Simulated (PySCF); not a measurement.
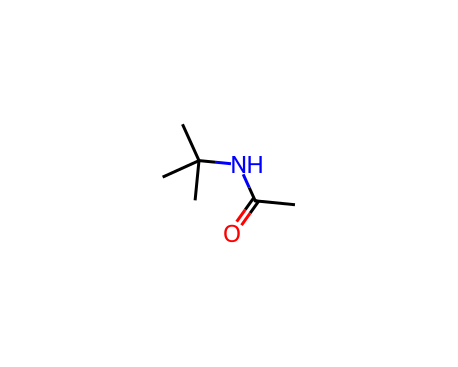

2D structure.

Question: Transcribe the drawing into SMILES.

Answer: CC(=O)NC(C)(C)C

Question: What is the molecular formula?

Answer: C6H13NO.

The parts below concern this one geometry. Atoms keep their numbers from picture to picture. The computed structure is the end point of a GFN2-xTB optimisation. No frequency run is at hand to confirm it as a minimum.

## Electronic properties

No frequency run is at hand to confirm it as a minimum. Method: PBE0/pcSseg-1, gas phase (PySCF 2.14.0).

Question: Estimate the dipole moment.

Answer: 3.66 D.

Question: Give the HOMO energy (Kohn–Sham orbital) at this level.

Answer: −7.09 eV.

Question: What is the HOMO–LUMO gap?

Answer: 8.00 eV.

## Quadrupole coupling

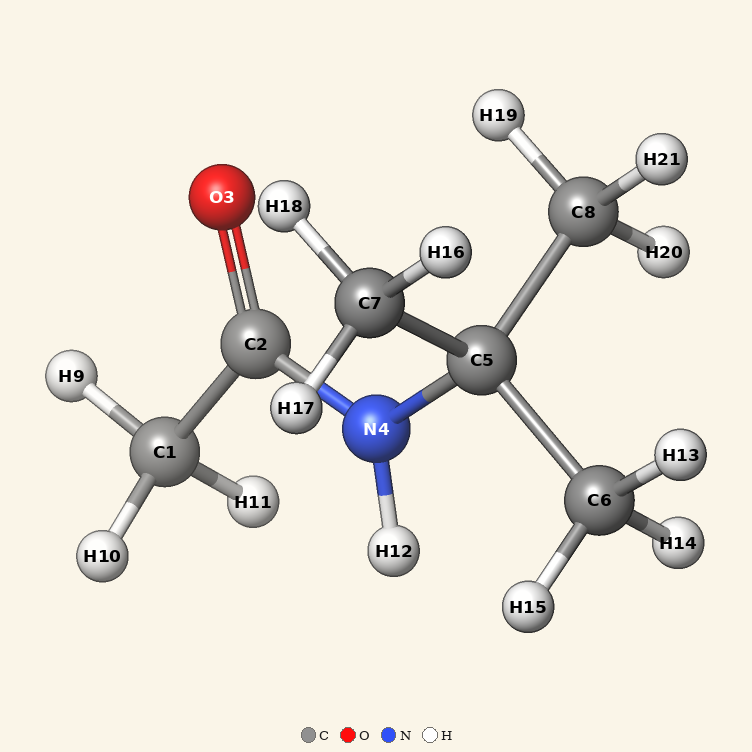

No frequency run is at hand to confirm it as a minimum. Electric field gradients from the ground-state density, PBE0/pcSseg-1 (PySCF 2.14.0), non-relativistic apart from any core potentials.

Give the largest field-gradient component, the quadrupole coupling constant and the asymmetry for 17O at O3 (Q = −25.6 mb), 14N at N4 (Q = 20.44 mb), 2H at H9 (Q = 2.86 mb), 2H at H10 (Q = 2.86 mb).

```csv
atom,V_zz (a.u.),e²qQ/h (MHz),η
O3,−1.656,9.96,0.02
N4,−0.971,−4.66,0.08
H9,0.315,0.212,0.01
H10,0.313,0.211,0.03
```

## NMR shielding

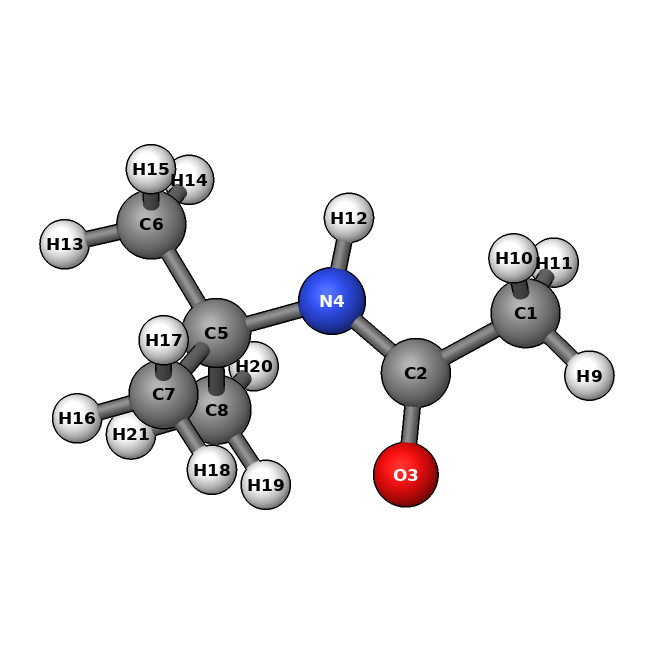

No frequency run is at hand to confirm it as a minimum. Level of theory: GIAO PBE0/pcSseg-1 NMR shielding, non-relativistic, gas phase (PySCF 2.14.0). Principal shieldings σ11 ≤ σ22 ≤ σ33, span Ω = σ33 − σ11, skew κ = 3(σiso − σ22)/Ω.

Give the shielding tensors of the N atoms.

```csv
atom,σ11,σ22,σ33,σiso,Ω,κ
N4,14.0,129.7,204.7,116.2,190.7,−0.21
```

Shieldings and span in ppm.
